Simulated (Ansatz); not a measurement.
# CH5AlO2 (SMILES C[Al](O)O) at BLYP/def2-SVP

What is the vertical singlet–triplet gap of CH5AlO2 at BLYP/def2-SVP? 

The calculation is run with Ansatz 0.2.0.

## Step 1: The structure to begin with

The species is CH5AlO2 (9 atoms), meant as a singlet with charge 0. As SMILES, `C[Al](O)O`. The coordinates come from a PBE0-D4/def2-TZVP relaxation. This is one conformer, not always the lowest.

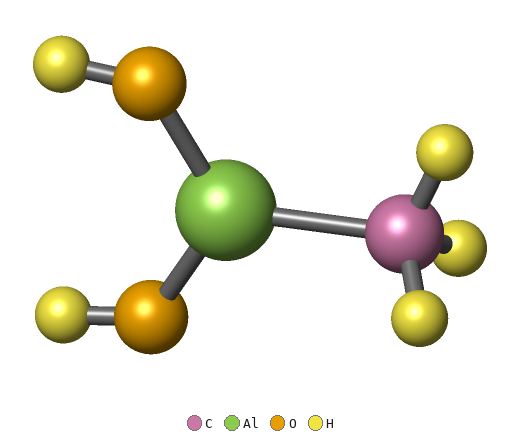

The structure, seen from a chosen angle (carbon pink, aluminium green, oxygen amber, hydrogen yellow).

## Step 2: The energy at BLYP/def2-SVP

molecule.yaml reads:

```yaml
crystal:
  periodic: [false, false, false]
  atoms:
    - symbol: C
      position_ang: [-0.025110, 1.109820, -1.034090]
    - symbol: Al
      position_ang: [-0.001290, -0.302910, 0.285630]
    - symbol: O
      position_ang: [0.957740, -1.672870, -0.006720]
    - symbol: O
      position_ang: [-0.933740, -0.131550, 1.694140]
    - symbol: H
      position_ang: [-0.226970, 0.712350, -2.032300]
    - symbol: H
      position_ang: [-0.780650, 1.863510, -0.803740]
    - symbol: H
      position_ang: [0.945840, 1.611200, -1.084700]
    - symbol: H
      position_ang: [1.048330, -2.422320, 0.577320]
    - symbol: H
      position_ang: [-0.984140, -0.767250, 2.404460]
basis:
  gaussian: {orbitals: def2-SVP}
hamiltonian: {xc: {name: BLYP}}
accuracy: high
output: {orbitals: {seedname: orbitals}}
```

Command:

```
$ ansatz run molecule.yaml --threads 1 --pin off --max-ram 3480MiB --events-out events.jsonl --progress --plain --runs-dir runs
```

What it wrote:

```text
Warning: RAYON_NUM_THREADS=1 ignored (pool sized by the plan → 1); use --threads N
Functional definition: BLYP
  name "BLYP"
  parameter beta = 0.0042
  parameter a = 0.04918
  parameter b = 0.132
  parameter c = 0.2533
  parameter d = 0.349
  exchange = b88_x(beta = beta)
  correlation = lyp_c(a = a, b = b, c = c, d = d)
1886 factors; integrals over basis functions are off by at most 1.0e-8 eV
mean field evaluation 1: about -11784.3944 eV, gradient 1.0e2 eV
mean field evaluation 2: about -11723.7237 eV, gradient 1.9e2 eV
mean field evaluation 4: about -11804.4443 eV, gradient 1.6e1 eV
mean field evaluation 8: about -11805.0768 eV, gradient 3.3e-1 eV
mean field evaluation 16: about -11805.0770 eV, gradient 1.9e-6 eV
mean field -11805.07696327 eV, -433.8285766317 hartree, gradient 2.4e-8 eV, S^2 0.000000; 0 other end points of the search recorded, 0 dependent functions left out
reference -11805.07701991 eV, -433.8285787131 hartree; 20, 20 occupied and 65, 65 virtual orbitals, 1886 factors
Total energy: -11805.07701991 eV, -433.8285787131 hartree
```

Run time: 3.3 s. Hardware: 1 thread of AMD EPYC 9R14 (Zen 4), shared host; peak memory 0.23 GiB.

## Step 3: The triplet at the same level

molecule.yaml reads:

```yaml
crystal:
  periodic: [false, false, false]
  atoms:
    - {symbol: C, position_ang: [-0.025110, 1.109820, -1.034090]}
    - {symbol: Al, position_ang: [-0.001290, -0.302910, 0.285630]}
    - {symbol: O, position_ang: [0.957740, -1.672870, -0.006720]}
    - {symbol: O, position_ang: [-0.933740, -0.131550, 1.694140]}
    - {symbol: H, position_ang: [-0.226970, 0.712350, -2.032300]}
    - {symbol: H, position_ang: [-0.780650, 1.863510, -0.803740]}
    - {symbol: H, position_ang: [0.945840, 1.611200, -1.084700]}
    - {symbol: H, position_ang: [1.048330, -2.422320, 0.577320]}
    - {symbol: H, position_ang: [-0.984140, -0.767250, 2.404460]}
basis:
  gaussian:
    orbitals: def2-SVP
magnetization:
  spin_polarized: true
  initial_magnetization: 2
hamiltonian:
  xc: {name: BLYP}
accuracy: high
output:
  orbitals: {seedname: orbitals}
```

Command:

```
$ ansatz run molecule.yaml --threads 1 --pin off --max-ram 3480MiB --events-out events.jsonl --progress --plain --runs-dir runs
```

What it wrote, shortened:

```text
Warning: RAYON_NUM_THREADS=1 ignored (pool sized by the plan → 1); use --threads N
[... 2 set-up lines as earlier in the session ...]
[...]
1886 factors; integrals over basis functions are off by at most 1.0e-8 eV
[...]
mean field -11798.96718416 eV, -433.6040463907 hartree, gradient 2.2e-8 eV, S^2 2.001994; 8 other end points of the search recorded, 0 dependent functions left out
reference -11798.96724245 eV, -433.6040485327 hartree; 21, 19 occupied and 64, 66 virtual orbitals, 1886 factors
Total energy: -11798.96724245 eV, -433.6040485327 hartree
```

It took 25 s on 1 thread of AMD EPYC 9R14 (Zen 4), shared host; peak memory 0.3 GiB.

## Step 4: Results

At BLYP/def2-SVP:

| quantity | value |
| --- | --- |
| singlet: total energy | -433.82858 Eh |
| singlet: HOMO energy | -6.62 eV |
| singlet: LUMO energy | -0.61 eV |
| singlet: HOMO–LUMO gap | 6.01 eV |
| triplet: total energy | -433.60405 Eh |
| triplet: HOMO energy (highest over α and β) | -1.43 eV |
| triplet: ⟨S²⟩ | 2.002 |
| vertical energy of the triplet above the singlet | 6.110 eV |

**Reading.** At this shape the triplet lies 6.11 eV (141 kcal/mol) above the singlet.
